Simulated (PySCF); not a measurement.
## Electronic structure of C₄H₈ClNSi in real space

| atom | x (Å) | y (Å) | z (Å) |
| --- | --- | --- | --- |
| Si | 2.4430 | 0.1367 | 0.0028 |
| N | 0.9083 | -0.4999 | 0.4595 |
| C | -0.2892 | 0.2759 | 0.4474 |
| C | -1.5273 | -0.3841 | 1.0205 |
| C | -2.1932 | -0.2788 | -0.1264 |
| Cl | -3.7729 | -0.6831 | -0.6256 |
| C | -1.0875 | 0.3770 | -0.9004 |
| H | 2.6507 | 1.3172 | 0.8396 |
| H | 3.3719 | -0.9524 | 0.2857 |
| H | 2.5497 | 0.5376 | -1.4091 |
| H | 0.7215 | -1.4705 | 0.2541 |
| H | -0.0697 | 1.2559 | 0.8756 |
| H | -1.7475 | -0.7845 | 1.9905 |
| H | -1.2927 | 1.3838 | -1.2575 |
| H | -0.6694 | -0.2227 | -1.7060 |

Geometry: GFN2-xTB.

Theory: PySCF, PBE0/def2-SVPD, SCF density, gas phase.

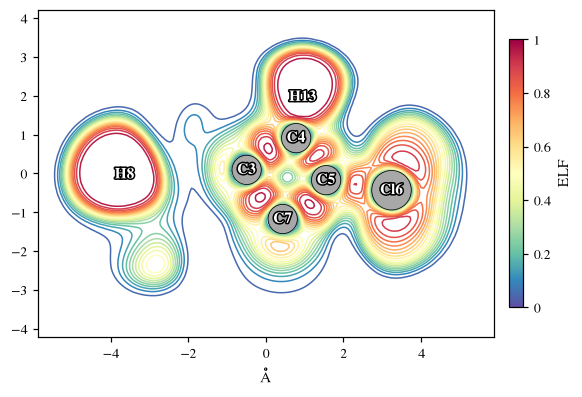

Figure 1. Electron localisation function on the plane of atoms C3, C4 and C5. Grey discs cover the atomic cores.

Describe what can be read from this map.

- The plane passes through C, Cl and H nuclei.
- C–C (1.33 Å): the ELF peaks at about 0.90 between the atoms (a multiple bond).
- C–Cl (1.71 Å): the ELF peaks at about 0.90 between the atoms; localised, covalent bonding.
- C–C (1.50 Å): the ELF peaks at about 0.95 between the atoms: localised, covalent bonding.
- C–H (1.07 Å): the ELF climbs to about 1 towards the hydrogen, as it does in any bond to H: a covalent bond by its length.
- The ELF also peaks beside Cl6, away from the bonds: lone-pair regions.

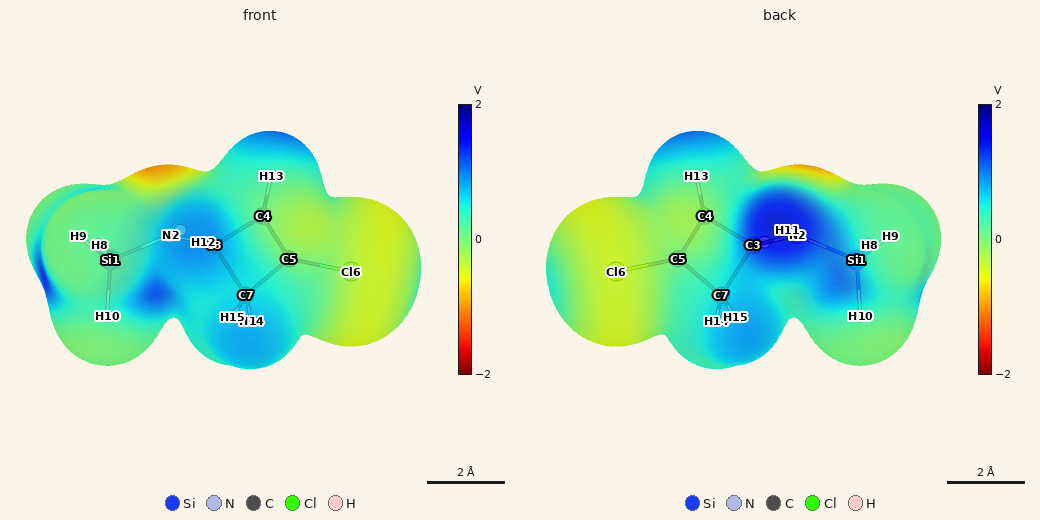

Figure 2. The molecular electrostatic potential painted on the density surface at 0.002 e/bohr³, seen from the front and from behind; the colour scale runs from red (negative) to blue (positive).

Which sites attract a positive test charge, and which a negative one?

A positive charge is drawn to the negative regions and a negative charge to the positive ones. The most negative region (about −0.9 V, or −21 kcal/mol for a unit charge) lies over N2, the most positive (about +1.6 V, or +37 kcal/mol for a unit charge) over H11. Cl6 shows a σ-hole: about +0.5 V, or +12 kcal/mol for a unit charge at the tip opposite its bond, against about −0.4 V, or −9 kcal/mol for a unit charge on its flanks.
